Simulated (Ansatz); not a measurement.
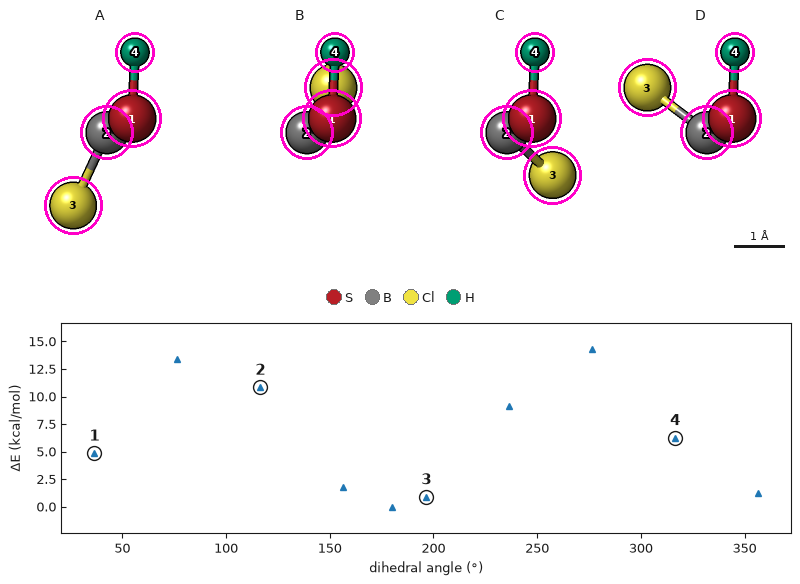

A scan of BHSCl (multiplicity 2): the H4–S1–B2–Cl3 dihedral angle is varied, with the rest of the molecule carried along rigidly. The frames are shuffled; the numbered points of the plot belong to them. A ball-and-stick model, seen almost along the central bond, with a slight tilt. The ringed atoms are those of the scanned coordinate.

Computed with Ansatz: CCSD(T), basis def2-TZVPP, on geometries moved rigidly from the minimum at PBE0-D4/def2-TZVP. Coupled cluster with a frozen core. Energies are counted from the PBE0-D4/def2-TZVP minimum geometry at the same level.

> Which frame belongs to which numbered point?

Point 1 is frame B (the dihedral 36.5°, 4.9 kcal/mol); 2 is frame C (the dihedral 116.5°, 10.9 kcal/mol); 3 is frame A (the dihedral 196.5°, 0.9 kcal/mol); 4 is frame D (the dihedral 316.5°, 6.3 kcal/mol). Of the computed points the lowest is at the dihedral 180.0°, 0.0 kcal/mol. Local maxima lie at 76.5° (13.4 kcal/mol), 276.5° (14.3 kcal/mol). The highest point, at 276.5°, lies 14.3 kcal/mol above the lowest and gives an upper estimate of the barrier to rotation, since the rotor is rigid.
